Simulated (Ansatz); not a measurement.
```yaml
crystal:
  lattice:
    - [5.05959, 0.00000, 0.00000]
    - [0.00000, 5.05959, 0.00000]
    - [0.00000, 0.00000, 5.05959]
  atoms:
    - { symbol: Sn, position: [0.00000, 0.50000, 0.50000] }
    - { symbol: Sn, position: [0.50000, 0.00000, 0.50000] }
    - { symbol: Sn, position: [0.50000, 0.50000, 0.00000] }
    - { symbol: Sn, position: [0.00000, 0.00000, 0.00000] }
    - { symbol: F, position: [0.50000, 0.50000, 0.50000] }
```

Space group Pm-3m; a structure generated by program, which may or may not match a known phase; computed without spin polarisation.

Method: DFT PBE, scalar-relativistic, plane waves, PAW (Ansatz).

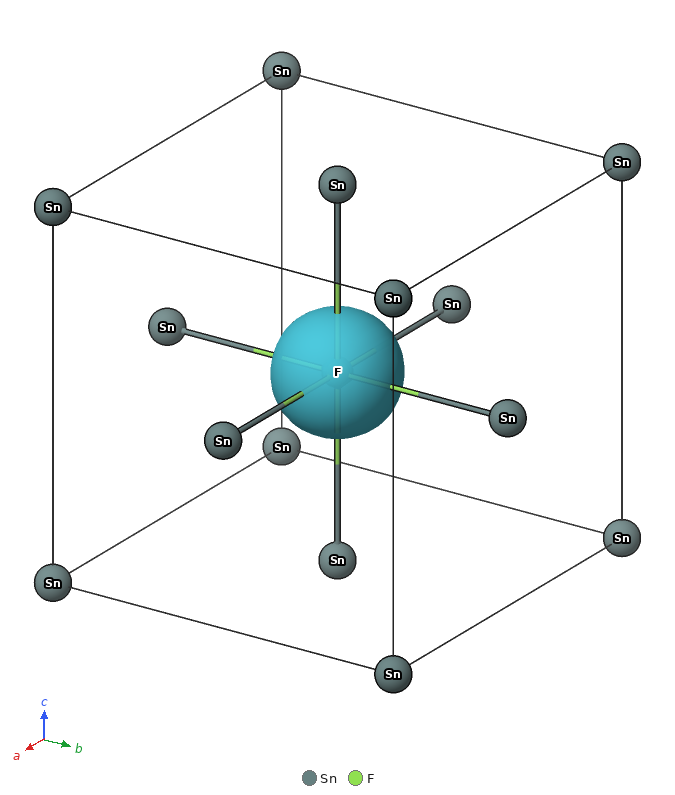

Sn4F. Isosurface of the ELF at 0.6 (cyan), seen at an oblique angle. Only the valence region is drawn (cores and ρ < 0.01 e/Å³ removed). Sticks mark near contacts.

### What do the ELF domains correspond to?

The ELF exceeds this value in one region wrapped around F (its valence shell), counted in one cell of 5 atoms. Regions shared between cells count once. Along the contacts the grid gives the following. Sn–F (2.53 Å): the ELF is about 0.10 at the midpoint: no localised pair shows between them.
